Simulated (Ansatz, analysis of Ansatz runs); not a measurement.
# Migration barrier of interstitial H in fcc Al, hop from a tetrahedral to the next octahedral site (PBEsol)

Subject: interstitial H in fcc Al, hop from a tetrahedral to the next octahedral site. Wanted: its migration barrier, in one set-up (PBEsol, 32-site cell, PBEsol lattice, 420 eV, k: 3x3x3 Gamma-centred). The model is a cell of 32 host atoms with 1 H put in. The barrier is the energy of the highest image of a climbing band over the relaxed site that the atom leaves. A local or semilocal functional is the cheapest first rung.

**The experiment.** Migration barrier: 0.452 eV, by diffusion measurements (T > 250 K); average of cited values (quoted in “Explainable Machine Learning for Hydrogen Diffusion in Metals and Random Binary Alloys”, 2023, G. M. Lu et al., quoting earlier work (1981)). The calculation is set beside it at the end.

Calculated with Ansatz 0.2.0; plane-wave PAW DFT, PBEsol; relaxation of all atoms of a defect supercell.

### Step 1. The structure

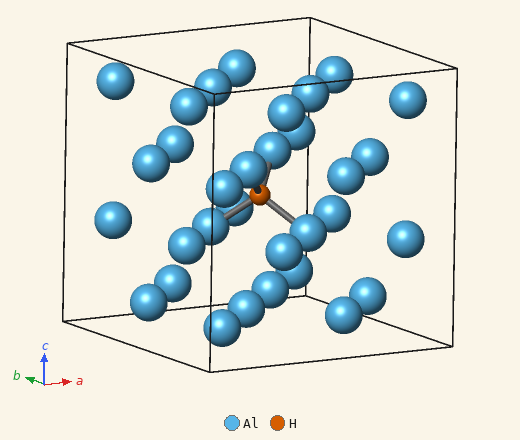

The cell as given, slightly off an axis (aluminium blue, hydrogen orange).

The cell holds 33 atoms: 32 Al and 1 H. Its edges and angles: a = 8.030 Å, b = 8.030 Å, c = 8.030 Å, α = 90.0°, β = 90.0°, γ = 90.0°. It derives from Al (space group Fm-3m). Nearest the centre at fractional (0.375, 0.375, 0.375): H33 at 0.00 Å, Al11 at 1.74 Å, Al29 at 1.74 Å, Al18 at 1.74 Å, Al8 at 1.74 Å, Al4 at 3.33 Å, Al22 at 3.33 Å, Al25 at 3.33 Å.

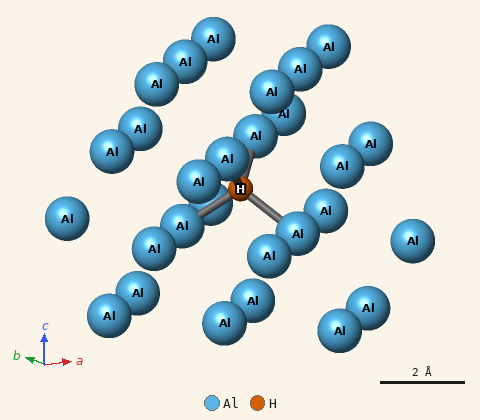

The atoms within 5 Å of the centre.

The host's primitive cell comes from a first run (plane-wave PAW DFT, PBEsol; relaxation of the host's cell and atoms): vectors of 2.839, 2.839 and 2.839 Å. That is 16.18 Å³ an atom, 2.5 % under the diffraction cell's volume. The supercell is built on it.

### Step 2. Relaxation, charge 0

A barrier counts from a true minimum, so both ends of the jump are relaxed first.

File start/input.yaml:

```yaml
relax:
  f_tol: 0.02
  max_steps: 80
  escape_saddle: false
crystal:
  lattice:
    - [8.03047145, 0.0, 0.0]
    - [0.0, 8.03047145, 0.0]
    - [0.0, 0.0, 8.03047145]
  atoms:
    - { symbol: Al, position: [0.0, 0.0, 0.0] }
    - { symbol: Al, position: [0.0, 0.25, 0.25] }
    - { symbol: Al, position: [0.25, 0.0, 0.25] }
    - { symbol: Al, position: [0.25, 0.25, 0.0] }
    - { symbol: Al, position: [0.0, 0.0, 0.5] }
    - { symbol: Al, position: [0.0, 0.25, 0.75] }
    - { symbol: Al, position: [0.25, 0.0, 0.75] }
    - { symbol: Al, position: [0.25, 0.25, 0.5] }
    - { symbol: Al, position: [0.0, 0.5, 0.0] }
    - { symbol: Al, position: [0.0, 0.75, 0.25] }
    - { symbol: Al, position: [0.25, 0.5, 0.25] }
    - { symbol: Al, position: [0.25, 0.75, 0.0] }
    - { symbol: Al, position: [0.0, 0.5, 0.5] }
    - { symbol: Al, position: [0.0, 0.75, 0.75] }
    - { symbol: Al, position: [0.25, 0.5, 0.75] }
    - { symbol: Al, position: [0.25, 0.75, 0.5] }
    - { symbol: Al, position: [0.5, 0.0, 0.0] }
    - { symbol: Al, position: [0.5, 0.25, 0.25] }
    - { symbol: Al, position: [0.75, 0.0, 0.25] }
    - { symbol: Al, position: [0.75, 0.25, 0.0] }
    - { symbol: Al, position: [0.5, 0.0, 0.5] }
    - { symbol: Al, position: [0.5, 0.25, 0.75] }
    - { symbol: Al, position: [0.75, 0.0, 0.75] }
    - { symbol: Al, position: [0.75, 0.25, 0.5] }
    - { symbol: Al, position: [0.5, 0.5, 0.0] }
    - { symbol: Al, position: [0.5, 0.75, 0.25] }
    - { symbol: Al, position: [0.75, 0.5, 0.25] }
    - { symbol: Al, position: [0.75, 0.75, 0.0] }
    - { symbol: Al, position: [0.5, 0.5, 0.5] }
    - { symbol: Al, position: [0.5, 0.75, 0.75] }
    - { symbol: Al, position: [0.75, 0.5, 0.75] }
    - { symbol: Al, position: [0.75, 0.75, 0.5] }
    - { symbol: H, position: [0.375, 0.375, 0.375] }
basis:
  ecutwfc: 420
  xc_grid: 2
hamiltonian:
  xc: pbesol
kpoints:
  mp_grid: { grid: [3, 3, 3] }
scf:
  occupations: { method: methfessel_paxton, width: 0.1 }
  max_iter: 120
output:
  forces: true
checkpoint:
  write: "../start.run"
  compress: false
  write_wavefunctions: true
  write_every: 100000
```

Run with:

```bash
> ansatz run input.yaml --threads 4 --pin off --max-ram 14131MiB --backend cpu --events-out ev --progress --plain --runs-dir out
```

Numbers of over 12 decimals in the logs are rounded to 6 here.

The log of the run:

```text
[... repeated set-up lines and file paths are left out, and long positions are rounded to six places ...]
Engine: ansatz 0.2.0, aarch64-unknown-linux-gnu
Pseudopotentials: kind: paw
Pseudopotential: Al, paw, valence charge 3, recommended cutoff 420 eV (normal), Al.paw.azcp
Pseudopotential: H, paw, valence charge 1, recommended cutoff 420 eV (normal), H.paw.azcp
Functional definition: PBEsol
  exchange = pbesol_x
  correlation = pbesol_c
Crystal: 33 atoms, lattice volume = 517.873 Å³
Basis set: ecut = 420 eV, 10131 PW (Γ), exchange–correlation on 108×108×108 points (8 copies of the dense FFT grid, shifted against one another)
Bands: 82, of which v1, the nominal top of the filled ones, is band 49 counted from 1 (48 counted from 0)
Symmetry: 24 space group operations
Space group: P-43m (ITA 215), of the structure as read, at distance tolerance 8.0e-5 Å
k-points: 4 of 27 (time reversal used)
Non-local potential: Al, projectors of the file, l = 0: 2, l = 1: 2, l = 2: 1
Non-local potential: H, projectors of the file, l = 0: 2, l = 1: 1
PAW form: soft (Blöchl's): semilocal exchange-correlation on the pseudo side does not see the compensation charge
PAW frozen core: Al, regenerated for the run's functional, and the local potential with it (the file was generated under x = pbe(κ = 0.804, μ = 0.219515), c = pbe(β = 0.066725))
PAW one-centre angular grid: Al, 110 points (default); XC on 64 Gauss nodes
PAW one-centre angular grid: H, 110 points (default); XC on 64 Gauss nodes
Initial density: superposition of atomic densities (neutral atoms: chi_scale 0, normalization atom), corrected by the library's trained network
Initial wavefunctions: pseudopotential atomic-orbital guess
Functional: x = pbesol(κ = 0.804, μ = 0.123457), c = pbesol(β = 0.046)
SCF iter   1: F=—  HF=-16801.003857 eV  |F-HF|=—  |Δ(HF+E_count)|=         —  Δρ=1.35e-3  dr2=9.21e-3  ethr=1.77e-3  ⟨swp⟩=7.5  Hψ=1682  notcnv=0  defer=4
preconditioner: auto → Resta (q_TF=auto, 2.064 Å⁻¹)  ε∞=6.2  [insulator: Δε(μ)=0.109 eV  Ē_g=7.022 eV  σ=0.100 eV  W_gap=0.78  n_scr=80 (ndim 8)  ℏωp=16.1 eV  f_vac=0.000  D(μ)=10.25/eV (n_scr^D=56)  ε∞_Penn≈6.2]
SCF iter   2: F=—  HF=-16801.004182 eV  |F-HF|=—  |Δ(HF+E_count)|=   3.25e-4  S|Δr|=    0.00e0  Δρ=7.55e-4  dr2=2.56e-3  ethr=9.50e-6  ⟨swp⟩=2.0  Hψ=432  notcnv=0  defer=5
SCF iter   3: F=—  HF=-16801.003782 eV  |F-HF|=—  |Δ(HF+E_count)|=   4.00e-4  S|Δr|=    0.00e0  Δρ=1.01e-4  dr2=1.07e-4  ethr=2.64e-6  ⟨swp⟩=2.2  Hψ=393  notcnv=0  defer=5
SCF iter   4: F=-16801.003749 eV  HF=-16801.003756 eV  |F-HF|=6.60e-6  |Δ(HF+E_count)|=   2.62e-5  S|Δr|=    0.00e0  Δρ=2.49e-5  dr2=8.10e-6  ethr=1.03e-8  ⟨swp⟩=2.8  Hψ=965  notcnv=0
SCF 1 converged in 4 iterations: F = -16801.003749 eV  dr2 = 8.10e-6
  greatest PAW one-centre occupation: 0.456 electrons in one spin orbital (limit 2), on the Al atom at site 31 (counted from 0), in its partial waves of l = 0
relax step   1: F+E_penalty+E_count = -16801.00374909 eV  Δ(F+E_penalty+E_count) = +0.000e0 eV  max|allowed force component| = 7.709e-1 eV/Å  Δτ_max = 0.0000 Å  (4 SCF iters, dr2 threshold 1.00e-5 eV, accepted)
[... the SCF cycles and remarks between the steps are left out from here to the last step ...]
relax step   2: F+E_penalty+E_count = -16801.30008862 eV  Δ(F+E_penalty+E_count) = -2.963e-1 eV  max|allowed force component| = 1.551e-1 eV/Å  Δτ_max = 0.0941 Å  (5 SCF iters, dr2 threshold 3.71e-5 eV, accepted)
relax step   3: F+E_penalty+E_count = -16801.31843722 eV  Δ(F+E_penalty+E_count) = -1.835e-2 eV  max|allowed force component| = 7.954e-3 eV/Å  Δτ_max = 0.0316 Å  (5 SCF iters, dr2 threshold 1.50e-6 eV, accepted)
iter 1 solved again at ethr=1.78e-10 eV; its pass at ethr=3.10e-3 eV (dr2=1.73e-7 eV) is discarded
SCF iter   1: F=—  HF=-16801.318436 eV  |F-HF|=—  |Δ(HF+E_count)|=         —  Δρ=5.55e-6  dr2=1.72e-7  ethr=1.78e-10  ⟨swp⟩=1.2  Hψ=926  notcnv=0  defer=14
SCF iter   2: F=-16801.318437 eV  HF=-16801.318437 eV  |F-HF|=1.28e-8  |Δ(HF+E_count)|=   1.25e-6  S|Δr|=    0.00e0  Δρ=3.24e-6  dr2=4.67e-8  ethr=1.03e-10  ⟨swp⟩=3.0  Hψ=801  notcnv=0
SCF 4 converged in 2 iterations: F = -16801.318437 eV  dr2 = 4.67e-8
relax step   4: F+E_penalty+E_count = -16801.31843726 eV  Δ(F+E_penalty+E_count) = -3.543e-8 eV  max|allowed force component| = 7.931e-3 eV/Å  Δτ_max = 0.0000 Å  (2 SCF iters, accepted)
NSCF: frozen V_eff on 4 k-points
the band table was solved once a step of the walk had ended and its energy, with any forces and stress, was formed, with the checks that follow a solve (1900 applications of the Hamiltonian). They found nothing against the state; [...]
SCF converged after 2 iterations
Stability not checked: this state was not tested for a lower state beside it, because cold or Methfessel-Paxton smearing, or corrected tetrahedra, fill the levels in a way that the test cannot read (fill_not_monotonic; see scf.lower_state_search)
Free energy (F): -16801.318437 eV
Harris-Foulkes:  -16801.318437 eV  (|F-HF|=1.28e-8)
Internal energy: -16801.332633 eV  (E = F + TS)
E sigma→0 (E₀):  -16801.321986 eV
Entropy (-TS):   0.014196 eV (0.430 meV/atom)
Fermi energy:    7.929987 eV
--- Per-component energies (eV) ---
  E_band       = 347.604739
  E_kinetic    = 755.943803
  E_local      = 309.702501  (includes V_loc(G=0)·N_el)
  E_nonlocal   = 336.970705
  E_hartree    = 7.306132
  E_xc         = -1275.661983
  E_vxc        = -952.049804  (∫ρ·V_xc dr)
  E_paw        = -14552.575494  (= ΣΔE_a)
  E_vpaw       = -117.573301  (= ΣTr[D̂ρ^β])
  E_aug_tail   = -0.001253  (compensation charges beyond the density's cutoff)
  E_ewald      = -2383.629492
  E_core_change = 0.612449  (= ΣΔE_core)
  E_smearing   = 0.014196  (= −TS)
  E_closure    = -0.000000  (closes the sum)
  Σ components = -16801.318437   (vs F -16801.318437, Δ=0.00e0)
--- Forces (eV/Å), atoms counted from 1 ---
  atom   1  Al    -0.00038777    -0.00038777    -0.00038777
  atom   2  Al    -0.00008192    -0.00466450    -0.00466450
  atom   3  Al    -0.00466450    -0.00008192    -0.00466450
  atom   4  Al    -0.00466450    -0.00466450    -0.00008192
  atom   5  Al     0.00338933     0.00338933     0.00793051
  atom   6  Al     0.00338933    -0.00793051    -0.00338933
  atom   7  Al    -0.00793051     0.00338933    -0.00338933
  atom   8  Al     0.00223103     0.00223103    -0.00223103
  atom   9  Al     0.00338933     0.00793051     0.00338933
  atom  10  Al     0.00338933    -0.00338933    -0.00793051
  atom  11  Al     0.00223103    -0.00223103     0.00223103
  atom  12  Al    -0.00793051    -0.00338933     0.00338933
  atom  13  Al    -0.00008192     0.00466450     0.00466450
  atom  14  Al    -0.00038777     0.00038777     0.00038777
  atom  15  Al    -0.00466450     0.00466450     0.00008192
  atom  16  Al    -0.00466450     0.00008192     0.00466450
  atom  17  Al     0.00793051     0.00338933     0.00338933
  atom  18  Al    -0.00223103     0.00223103     0.00223103
  atom  19  Al    -0.00338933     0.00338933    -0.00793051
  atom  20  Al    -0.00338933    -0.00793051     0.00338933
  atom  21  Al     0.00466450    -0.00008192     0.00466450
  atom  22  Al     0.00466450    -0.00466450     0.00008192
  atom  23  Al     0.00038777    -0.00038777     0.00038777
  atom  24  Al     0.00008192    -0.00466450     0.00466450
  atom  25  Al     0.00466450     0.00466450    -0.00008192
  atom  26  Al     0.00466450     0.00008192    -0.00466450
  atom  27  Al     0.00008192     0.00466450    -0.00466450
  atom  28  Al     0.00038777     0.00038777    -0.00038777
  atom  29  Al    -0.00223103    -0.00223103    -0.00223103
  atom  30  Al     0.00793051    -0.00338933    -0.00338933
  atom  31  Al    -0.00338933     0.00793051    -0.00338933
  atom  32  Al    -0.00338933    -0.00338933     0.00793051
  atom  33  H      0.00000000     0.00000000     0.00000000
  max |Σ_I F_I| component: 9.35e-17 eV/Å
--- Band table (eV) ---
  k-point 0: bands = ["-3.2805", "-1.5790", "-0.8985", "-0.8985", [... 74 left out ...] "10.9597", "10.9597", "10.9783", "12.8418"]
  k-point 1: bands = ["-3.0411", "-2.2760", "-1.2004", "-0.6490", [... 74 left out ...] "12.4535", "12.4967", "12.4967", "12.5698"]
  [... further k-points left out ...]
--- Relaxed structure (4 steps of the walk, 4 accepted, 0 SCFs on fresh bases) ---
  F+E_penalty+E_count = -16801.31843726 eV   max|allowed force component| = 7.931e-3 eV/Å
  atoms:
    - { symbol: Al, position: [0.000393, 0.000393, 0.000393] }
    - { symbol: Al, position: [0.000907, 0.250471, 0.250471] }
    - { symbol: Al, position: [0.250471, 0.000907, 0.250471] }
    - { symbol: Al, position: [0.250471, 0.250471, 0.000907] }
    - { symbol: Al, position: [-0.002128, -0.002128, 0.500414] }
    - { symbol: Al, position: [-0.002128, 0.249586, 0.752128] }
    - { symbol: Al, position: [0.249586, -0.002128, 0.752128] }
    - { symbol: Al, position: [0.240967, 0.240967, 0.509033] }
    - { symbol: Al, position: [-0.002128, 0.500414, -0.002128] }
    - { symbol: Al, position: [-0.002128, 0.752128, 0.249586] }
    - { symbol: Al, position: [0.240967, 0.509033, 0.240967] }
    - { symbol: Al, position: [0.249586, 0.752128, -0.002128] }
    - { symbol: Al, position: [0.000907, 0.499529, 0.499529] }
    - { symbol: Al, position: [0.000393, 0.749607, 0.749607] }
    - { symbol: Al, position: [0.250471, 0.499529, 0.749093] }
    - { symbol: Al, position: [0.250471, 0.749093, 0.499529] }
    - { symbol: Al, position: [0.500414, -0.002128, -0.002128] }
    - { symbol: Al, position: [0.509033, 0.240967, 0.240967] }
    - { symbol: Al, position: [0.752128, -0.002128, 0.249586] }
    - { symbol: Al, position: [0.752128, 0.249586, -0.002128] }
    - { symbol: Al, position: [0.499529, 0.000907, 0.499529] }
    - { symbol: Al, position: [0.499529, 0.250471, 0.749093] }
    - { symbol: Al, position: [0.749607, 0.000393, 0.749607] }
    - { symbol: Al, position: [0.749093, 0.250471, 0.499529] }
    - { symbol: Al, position: [0.499529, 0.499529, 0.000907] }
    - { symbol: Al, position: [0.499529, 0.749093, 0.250471] }
    - { symbol: Al, position: [0.749093, 0.499529, 0.250471] }
    - { symbol: Al, position: [0.749607, 0.749607, 0.000393] }
    - { symbol: Al, position: [0.509033, 0.509033, 0.509033] }
    - { symbol: Al, position: [0.500414, 0.752128, 0.752128] }
    - { symbol: Al, position: [0.752128, 0.500414, 0.752128] }
    - { symbol: Al, position: [0.752128, 0.752128, 0.500414] }
    - { symbol: H, position: [0.375, 0.375, 0.375] }
```

Wall time 15 s (4 threads of Arm Neoverse V1, shared host); peak memory 1.1 GiB.

Relaxation path:

| step | energy less that of the first step (eV) | largest force component (eV/Å) |
| --- | --- | --- |
| 1 | 0.0000 | 0.7709 |
| 2 | -0.2963 | 0.1551 |
| 3 | -0.3147 | 0.0080 |
| 4 | -0.3147 | 0.0079 |

Forces are held to the 24 operations that the run works with; a distortion that breaks them can't arise in this run.

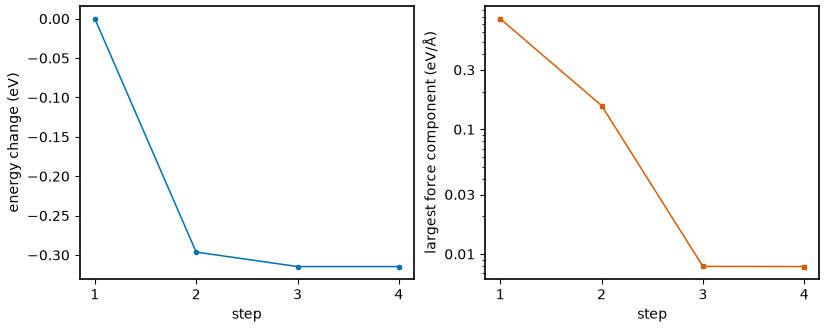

Energy and largest force along the relaxation.

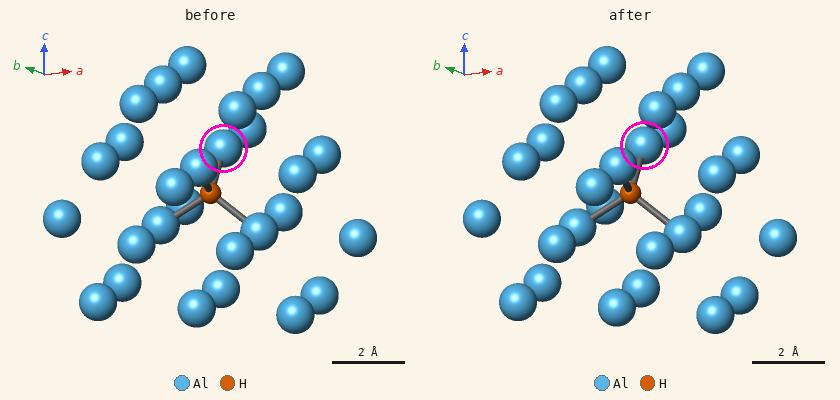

Before and after: the atoms that start within 5 Å of the centre. Al29, which moves most, is ringed if it is among them.

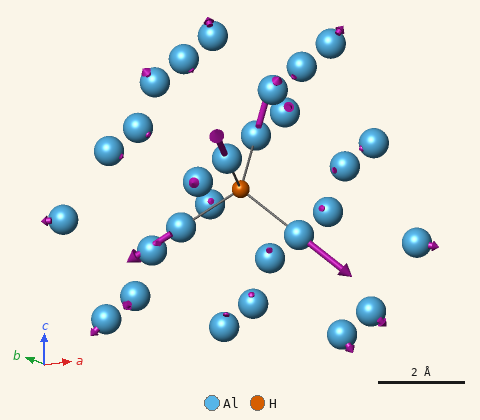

Displacements in the relaxation near the centre, exaggerated; the longest in the cell stands for 0.13 Å.

The atoms that moved most (Å):

| atom | dx | dy | dz | length |
| --- | --- | --- | --- | --- |
| Al29 | 0.073 | 0.073 | 0.073 | 0.126 |
| Al8 | -0.073 | -0.073 | 0.073 | 0.126 |
| Al18 | 0.073 | -0.073 | -0.073 | 0.126 |
| Al11 | -0.073 | 0.073 | -0.073 | 0.126 |
| Al5 | -0.017 | -0.017 | 0.003 | 0.024 |
| Al17 | 0.003 | -0.017 | -0.017 | 0.024 |
| Al12 | -0.003 | 0.017 | -0.017 | 0.024 |
| Al7 | -0.003 | -0.017 | 0.017 | 0.024 |

Neighbours of H33 at the end:

| atom | distance (Å) |
| --- | --- |
| Al11 | 1.864 |
| Al18 | 1.864 |
| Al8 | 1.864 |
| Al29 | 1.864 |
| Al13 | 3.320 |
| Al4 | 3.320 |
| Al3 | 3.320 |
| Al21 | 3.320 |
| Al25 | 3.320 |
| Al27 | 3.320 |
| Al26 | 3.320 |
| Al2 | 3.320 |
| Al24 | 3.320 |
| Al16 | 3.320 |
| Al22 | 3.320 |
| Al15 | 3.320 |

Numbers from this step:

```
free energy      : -16801.3184 eV
smearing term TS : -0.01420 eV
```

The series, run alike:

| run | outcome | energy less the first (eV) | moment (μB) | time |
| --- | --- | --- | --- | --- |
| relaxation, charge 0 | converged | 0.0000 | 0.00 | 15 s |
| relaxation, charge 0 | converged | 0.0422 | 0.00 | 10 s |

The relaxation ends 9.5 meV an atom lower, with a largest force component of 0.0079 eV/Å.

[end of part 1 of 2]

[Logs are printed without paths, hosts, clocks, repeated set-up lines and the standing remarks that a program may print on its own settings, such as how far it seeks lower states.]

[Hosts, paths, dates, database ids (printed as entryN), source tags and the programs' standing remarks are cut or masked in the printed files.]

[For some hosts the program warned that the k-mesh of the response run may be too coarse for force constants and the static dielectric constant; such warnings are not shown here.]
